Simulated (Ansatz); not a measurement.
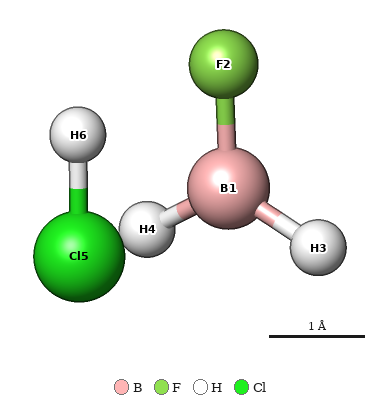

Figure 1. The structure as given in the input (ball-and-stick view, seen at a tilt; atoms are numbered from 1 in the order of the input). Bond lengths as drawn: B–F 1.34 Å, B–H 1.20 Å and Cl–H 1.31 Å.

Nudged elastic band of BH3ClF

BH3ClF, computed with RKS PBE/def2-mTZVP (Ansatz 0.2.0).

It belongs to a series of runs on one base structure; here: band between the two ends. Figures and captions count atoms from 1; the log counts them from 0 in places.

Input file
```yaml
crystal:
  periodic: [false, false, false]
  atoms:
    - { symbol: B, position_ang: [-0.00846, 0.319295, -0.061515] }
    - { symbol: F, position_ang: [-0.018058, 0.757998, 1.205671] }
    - { symbol: H, position_ang: [1.057822, 0.213482, -0.604313] }
    - { symbol: H, position_ang: [-1.069539, 0.145276, -0.596901] }
    - { symbol: Cl, position_ang: [0.088077, -2.51132, 0.825013] }
    - { symbol: H, position_ang: [0.087458, -2.039429, 2.043644] }
basis:
  gaussian: { orbitals: def2-mTZVP }
hamiltonian:
  xc: pbe
neb:
  order_check: false
  images: 7
  f_tol: 0.03
  max_iterations: 60
  final_atoms:
    - { symbol: B, position_ang: [0.01522147, -0.43591159, -0.29353472] }
    - { symbol: F, position_ang: [0.00851274, 0.12016427, 1.88318936] }
    - { symbol: H, position_ang: [1.05388667, 0.11544603, -0.49053958] }
    - { symbol: H, position_ang: [-1.05749087, 0.0497009, -0.48093546] }
    - { symbol: Cl, position_ang: [0.07168032, -2.20151748, -0.02484058] }
    - { symbol: H, position_ang: [0.04548967, -0.76258013, 2.21825998] }
  initial_path:
    images:
      - { positions_ang: [[-0.00846, 0.319295, -0.061515], [-0.018058, 0.757998, 1.205671], [1.057822, 0.213482, -0.604313], [-1.069539, 0.145276, -0.596901], [0.088077, -2.51132, 0.825013], [0.087458, -2.039429, 2.043644]] }
      - { positions_ang: [[-0.00681537, 0.24108034, -0.04430454], [-0.01348971, 0.56427566, 1.3235439], [1.05033337, 0.16444471, -0.60045285], [-1.06043537, 0.11199767, -0.59426497], [0.08965147, -2.39610123, 0.7836693], [0.07805561, -1.80039515, 1.94340816]] }
      - { positions_ang: [[-0.00517074, 0.16286569, -0.02709408], [-0.00892143, 0.37055333, 1.44141679], [1.04284475, 0.11540742, -0.5965927], [-1.05133174, 0.07871933, -0.59162893], [0.09122595, -2.28088247, 0.7423256], [0.06865321, -1.5613613, 1.84317232]] }
      - { positions_ang: [[-0.00352612, 0.08465103, -0.00988362], [-0.00435314, 0.17683099, 1.55928969], [1.03535612, 0.06637012, -0.59273256], [-1.04222811, 0.045441, -0.5889929], [0.09280042, -2.1656637, 0.70098191], [0.05925082, -1.32232745, 1.74293648]] }
      - { positions_ang: [[-0.00188149, 0.00643638, 0.00732684], [0.00021515, -0.01689134, 1.67716259], [1.0278675, 0.01733283, -0.58887241], [-1.03312448, 0.01216266, -0.58635687], [0.0943749, -2.05044493, 0.65963821], [0.04984843, -1.0832936, 1.64270064]] }
      - { positions_ang: [[0.00239425, -0.10415062, -0.06788855], [0.00228955, 0.01737256, 1.72866928], [1.03437229, 0.04186113, -0.5642892], [-1.03921608, 0.02154722, -0.56000152], [0.08870125, -2.08821307, 0.48851851], [0.04875874, -1.00311523, 1.78659047]] }
      - { positions_ang: [[0.00666999, -0.21473761, -0.14310394], [0.00436394, 0.05163646, 1.78017597], [1.04087709, 0.06638943, -0.53970599], [-1.04530768, 0.03093178, -0.53364616], [0.08302761, -2.12598121, 0.31739881], [0.04766905, -0.92293686, 1.93048031]] }
      - { positions_ang: [[0.01094573, -0.3253246, -0.21831933], [0.00643834, 0.08590037, 1.83168266], [1.04738188, 0.09091773, -0.51512278], [-1.05139927, 0.04031634, -0.50729081], [0.07735396, -2.16374934, 0.14627912], [0.04657936, -0.8427585, 2.07437014]] }
      - { positions_ang: [[0.01522147, -0.43591159, -0.29353472], [0.00851274, 0.12016427, 1.88318936], [1.05388667, 0.11544603, -0.49053958], [-1.05749087, 0.0497009, -0.48093546], [0.07168032, -2.20151748, -0.02484058], [0.04548967, -0.76258013, 2.21825998]] }
```

Hardware: 1 thread of Intel Xeon @ 2.50GHz (Skylake/Cascade Lake), 64 GiB of memory available, shared host.

Launch command:
```bash
ansatz run input.yaml --threads 1 --pin off --max-ram 2048MiB --backend cpu --events-out ev --progress --plain --runs-dir out
```

Output
```
Engine: ansatz 0.2.0, x86_64-unknown-linux-gnu
Functional definition: PBE
  parameter kappa = 0.804
  parameter beta = 0.06672455060314922
  exchange = pbe_x(kappa = kappa, mu = beta*pi^2/3)
  correlation = pbe_c(beta = beta)
678 factors; their error is unknown
mean field evaluation 1: about -15956.2702 eV, gradient 3.0e1 eV
mean field evaluation 2: about -15954.7989 eV, gradient 4.7e1 eV
mean field evaluation 4: about -15958.0299 eV, gradient 1.5e0 eV
mean field evaluation 8: about -15958.0348 eV, gradient 1.4e-2 eV
mean field evaluation 16: about -15958.0104 eV, gradient 5.1e-5 eV
mean field -15958.01043095 eV, -586.4460666093 hartree, gradient 5.1e-5 eV, S^2 0.000000; 0 other end points of the search recorded, 0 dependent functions left out
the calculation of the forces begins
reference -15958.01046880 eV, -586.4460680003 hartree; 17, 17 occupied and 52, 52 virtual orbitals, 678 factors
678 factors; their error is unknown
mean field evaluation 32: about -15957.5680 eV, gradient 3.9e-5 eV
mean field -15957.56801624 eV, -586.4298081687 hartree, gradient 3.9e-5 eV, S^2 0.000000; 0 other end points of the search recorded, 0 dependent functions left out
[... from here on the field's lines of each further geometry are left out, up to the last ...]
NEB iter   1: max|band force component| = 5.671e0 eV/Å  barrier→ = 1.9635 eV  barrier← = 1.5211 eV  Δτ_max = 0.1967 Å  (227 SCF iters)
NEB iter   2: max|band force component| = 2.782e0 eV/Å  barrier→ = 0.9848 eV  barrier← = 0.5424 eV  Δτ_max = 0.1411 Å  (223 SCF iters)
NEB iter   3: max|band force component| = 1.402e0 eV/Å  barrier→ = 0.8315 eV  barrier← = 0.3891 eV  Δτ_max = 0.0702 Å  (207 SCF iters)
NEB iter   4: max|band force component| = 8.777e-1 eV/Å  barrier→ = 0.7984 eV  barrier← = 0.3559 eV  Δτ_max = 0.0700 Å  (197 SCF iters)
NEB iter   5: max|band force component| = 5.640e-1 eV/Å  barrier→ = 0.7539 eV  barrier← = 0.3115 eV  CI = image 5  Δτ_max = 0.0700 Å  (199 SCF iters)
NEB iter   6: max|band force component| = 3.518e-1 eV/Å  barrier→ = 0.7567 eV  barrier← = 0.3143 eV  CI = image 5  Δτ_max = 0.0442 Å  (202 SCF iters)
NEB iter   7: max|band force component| = 1.329e-1 eV/Å  barrier→ = 0.7518 eV  barrier← = 0.3094 eV  CI = image 5  Δτ_max = 0.0128 Å  (198 SCF iters)
NEB iter   8: max|band force component| = 1.055e-1 eV/Å  barrier→ = 0.7510 eV  barrier← = 0.3086 eV  CI = image 5  Δτ_max = 0.0058 Å  (200 SCF iters)
NEB iter   9: max|band force component| = 4.653e-2 eV/Å  barrier→ = 0.7504 eV  barrier← = 0.3080 eV  CI = image 5  Δτ_max = 0.0041 Å  (163 SCF iters)
the calculation of the forces begins
reference -15957.54313867 eV, -586.4288939349 hartree; 17, 17 occupied and 52, 52 virtual orbitals, 678 factors
678 factors; their error is unknown
mean field -15957.26016563 eV, -586.4184948675 hartree, gradient 1.0e-5 eV, S^2 0.000000; 1 other end points of the search recorded, 0 dependent functions left out
the calculation of the forces begins
reference -15957.26020014 eV, -586.4184961356 hartree; 17, 17 occupied and 52, 52 virtual orbitals, 678 factors
NEB iter  10: max|band force component| = 1.529e-2 eV/Å  barrier→ = 0.7503 eV  barrier← = 0.3079 eV  CI = image 5  Δτ_max = 0.0000 Å  (333 SCF iters)
```

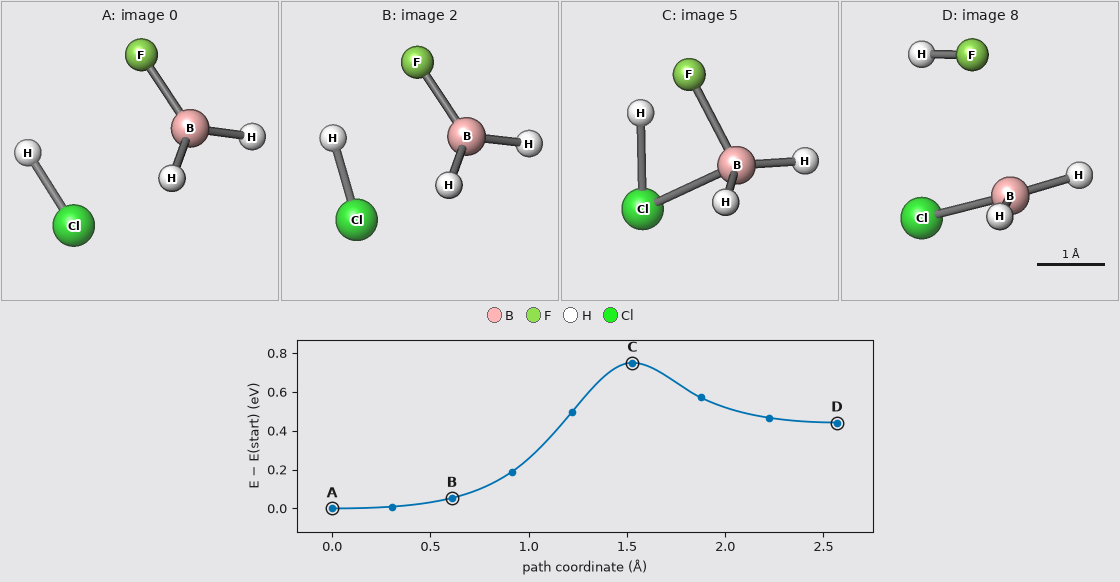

Figure 2. Images of the last band (counted from 0; ball-and-stick, seen at a tilt) above the energy along the path; the line is a cubic interpolation that uses the forces. The highest image is number 5, 0.750 eV above the start and 0.308 eV above the end (the climbing image); the end lies 0.442 eV above the start. The path is 2.57 Å long. The band converged in 10 iterations.

```
Total energy: -15957.26020014 eV, -586.4184961356 hartree
Atom 0 at     0.010119    -0.184057     0.027216 Å, force     0.000832    -0.009534     0.008888 eV/Å
Atom 1 at     0.011578     0.146619     1.542386 Å, force     0.003173    -0.000784    -0.000689 eV/Å
Atom 2 at     1.055575     0.104833    -0.467501 Å, force     0.000751     0.005753    -0.004461 eV/Å
Atom 3 at    -1.056486     0.046523    -0.452418 Å, force    -0.003570     0.005920    -0.006487 eV/Å
Atom 4 at     0.068770    -2.165388     0.533891 Å, force     0.001668    -0.000043     0.003234 eV/Å
Atom 5 at     0.047744    -1.063229     1.628025 Å, force    -0.002854    -0.001311    -0.000484 eV/Å
Dipole moment:     0.003453    -0.077338     0.124097 e Å
this run last wrote the band of iteration 10 to [file]
```

The last band as extended XYZ (Å, eV, eV/Å)
```
6
Properties=species:S:1:pos:R:3:forces:R:3 image=0 energy=-15958.01043
B    -0.0085    0.3193   -0.0615    0.0001  -0.0092   0.0042
F    -0.0181    0.7580    1.2057   -0.0001   0.0051  -0.0014
H     1.0578    0.2135   -0.6043   -0.0044   0.0031  -0.0008
H    -1.0695    0.1453   -0.5969    0.0045   0.0030  -0.0006
Cl    0.0881   -2.5113    0.8250    0.0001   0.0037   0.0167
H     0.0875   -2.0394    2.0436   -0.0002  -0.0055  -0.0180
6
Properties=species:S:1:pos:R:3:forces:R:3 image=1 energy=-15958.00123
B    -0.0057    0.2564   -0.0260   -0.0024   0.0230  -0.0098
F    -0.0123    0.6414    1.2628    0.0000   0.0208  -0.0120
H     1.0591    0.1819   -0.5747    0.0000   0.0101  -0.0088
H    -1.0686    0.1122   -0.5645    0.0002   0.0097  -0.0091
Cl    0.0896   -2.4899    0.7973    0.0005  -0.0155   0.0078
H     0.0753   -1.8165    1.9168    0.0017  -0.0480   0.0318
6
Properties=species:S:1:pos:R:3:forces:R:3 image=2 energy=-15957.95636
B    -0.0034    0.1821    0.0151    0.0066   0.0983  -0.0164
F    -0.0087    0.5420    1.3193   -0.0085   0.0882  -0.0436
H     1.0616    0.1348   -0.5330    0.0038   0.0285  -0.0331
H    -1.0669    0.0653   -0.5248   -0.0108   0.0297  -0.0287
Cl    0.0854   -2.4243    0.7539    0.0034  -0.0902   0.0325
H     0.0693   -1.6147    1.7811    0.0055  -0.1545   0.0893
6
Properties=species:S:1:pos:R:3:forces:R:3 image=3 energy=-15957.82061
B     0.0012    0.0837    0.0515   -0.0129   0.3161  -0.0090
F    -0.0041    0.4222    1.3820   -0.0119   0.2983  -0.1523
H     1.0628    0.0978   -0.5011    0.0106   0.0330  -0.0382
H    -1.0635    0.0300   -0.4931   -0.0090   0.0326  -0.0338
Cl    0.0813   -2.3169    0.6982    0.0086  -0.2422   0.1159
H     0.0596   -1.4314    1.6742    0.0146  -0.4379   0.1173
6
Properties=species:S:1:pos:R:3:forces:R:3 image=4 energy=-15957.51207
B     0.0078   -0.0536    0.0583   -0.0110   0.5647   0.1629
F     0.0040    0.2919    1.4483   -0.0165   0.5105  -0.3266
H     1.0629    0.0794   -0.4860    0.0139  -0.0161  -0.0423
H    -1.0568    0.0219   -0.4782   -0.0163  -0.0171  -0.0415
Cl    0.0697   -2.2110    0.6469    0.0076  -0.1813   0.3195
H     0.0497   -1.2433    1.6222    0.0223  -0.8607  -0.0720
6
Properties=species:S:1:pos:R:3:forces:R:3 image=5 energy=-15957.26017
B     0.0101   -0.1841    0.0272    0.0008  -0.0095   0.0089
F     0.0116    0.1466    1.5424    0.0032  -0.0008  -0.0007
H     1.0556    0.1048   -0.4675    0.0008   0.0058  -0.0045
H    -1.0565    0.0465   -0.4524   -0.0036   0.0059  -0.0065
Cl    0.0688   -2.1654    0.5339    0.0017   0.0000   0.0032
H     0.0477   -1.0632    1.6280   -0.0029  -0.0013  -0.0005
6
Properties=species:S:1:pos:R:3:forces:R:3 image=6 energy=-15957.43877
B     0.0137   -0.3123   -0.0627    0.0038  -0.2049  -0.1372
F     0.0095    0.0833    1.6425    0.0037  -0.0684   0.1269
H     1.0532    0.1246   -0.4483   -0.0051   0.0041   0.0072
H    -1.0543    0.0601   -0.4387    0.0079   0.0010   0.0090
Cl    0.0731   -2.1631    0.3413   -0.0024   0.0101  -0.2390
H     0.0421   -0.9073    1.7775   -0.0079   0.2580   0.2332
6
Properties=species:S:1:pos:R:3:forces:R:3 image=7 energy=-15957.54310
B     0.0155   -0.3893   -0.1780    0.0006  -0.0376  -0.0537
F     0.0106    0.0979    1.7535    0.0000   0.0136   0.0463
H     1.0539    0.1246   -0.4575   -0.0004  -0.0048  -0.0061
H    -1.0558    0.0590   -0.4458    0.0005  -0.0048  -0.0068
Cl    0.0729   -2.1796    0.1477   -0.0002  -0.0075  -0.0798
H     0.0402   -0.8273    1.9917   -0.0007   0.0410   0.1001
6
Properties=species:S:1:pos:R:3:forces:R:3 image=8 energy=-15957.56802
B     0.0152   -0.4359   -0.2935   -0.0014   0.0196  -0.0154
F     0.0085    0.1202    1.8832    0.0008  -0.0008  -0.0114
H     1.0539    0.1154   -0.4905   -0.0007  -0.0041   0.0053
H    -1.0575    0.0497   -0.4809    0.0015  -0.0047   0.0056
Cl    0.0717   -2.2015   -0.0248    0.0004  -0.0070   0.0024
H     0.0455   -0.7626    2.2183   -0.0007  -0.0029   0.0135
```

Summary

| quantity | value |
| --- | --- |
| outcome | converged |
| barrier, forward | 0.750 eV |
| barrier, backward | 0.308 eV |
| wall time | 1.7 min |
| peak memory | 0.13 GiB |

Remarks

The order of the saddle point was not checked.
